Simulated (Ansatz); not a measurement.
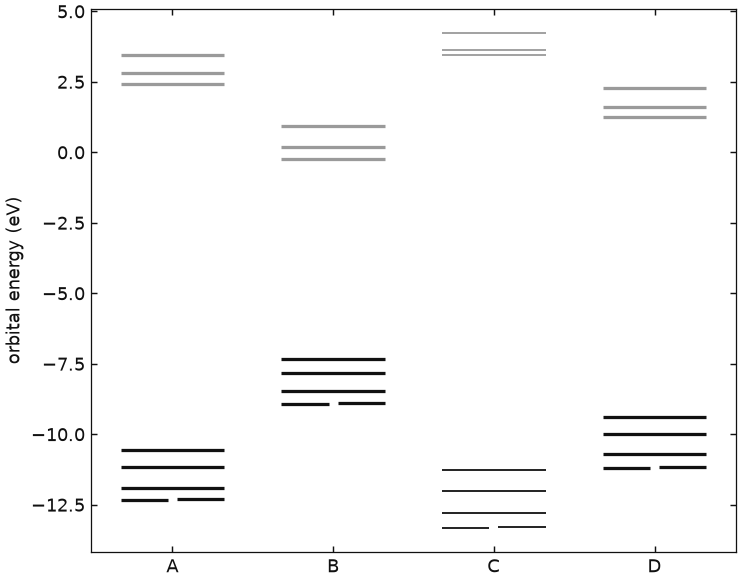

Frontier orbital energies of C₃H₉ClSi, SMILES CC(C)[SiH2]Cl at one geometry, def2-TZVPP, the Ansatz code, at a PBE0-D4/def2-TZVP geometry (a minimum by its frequencies). Empty levels are grey, levels within 0.1 eV stand side by side; all columns show the same few orbitals around the gap.

Question: The columns come from B97M-V, BHLYP, HF and ωB97X-V. Which is which?

Answer: A: ωB97X-V (HOMO −10.55, LUMO 2.42, separation 12.97 eV)
B: B97M-V (HOMO −7.34, LUMO −0.24, separation 7.10 eV)
C: HF (HOMO −11.27, LUMO 3.46, separation 14.73 eV)
D: BHLYP (HOMO −9.40, LUMO 1.27, separation 10.67 eV)

Caveats, for all or some of the runs: empty levels above zero depend strongly on the basis; one conformer of a flexible molecule.
